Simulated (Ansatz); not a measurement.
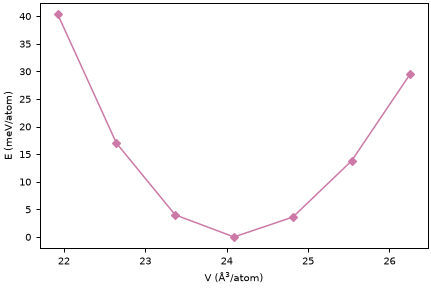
*CaP in space group P-62m (No. 189; Ca on 3g, Ca on 3f, P on 4h, P on 2e) under volume change, DFT-r²SCAN in the program Ansatz with PAW potentials, shape and atoms relaxed at each volume.*

Q: What does a third-order Birch–Murnaghan fit give for V₀, B₀ and B′?

A: V₀ = 24.09 Å³/atom, B₀ = 56.3 GPa, B′ = 4.2.

The first step of the workflow began from a Materials Project structure, measured or hypothetical; the Crystallography Open Database copy checked does not list it. Its standing as an ambient phase is unchecked. The cell was relaxed with r²SCAN under the symmetry of its start; whether a distortion lowers the energy is not shown.

Potentials: the later of the program's two PAW sets.
